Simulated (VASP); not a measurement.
Band structure of SnO$_{2}$ (rutile). Method: PBE GGA, VASP's PBE PAW potentials (set 64) (plane waves; VASP).

Unless said otherwise, spin-orbit coupling is left out, though it shifts the bands of the heavy elements here.

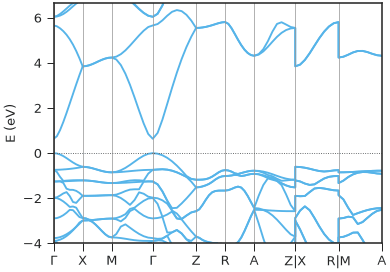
*Bands along high-symmetry lines, zero at the valence-band maximum or, without a gap, the Fermi level*

### Question
Read the plot: is there a gap, and where are the band edges?

### Answer
The gap is direct, 0.64 eV, from the valence maximum at Γ to the conduction minimum at Γ. (Edges off the drawn lines would not show.)

The compound is SnO2 in the rutile structure. It was relaxed first, which changed the volume by +6 %.
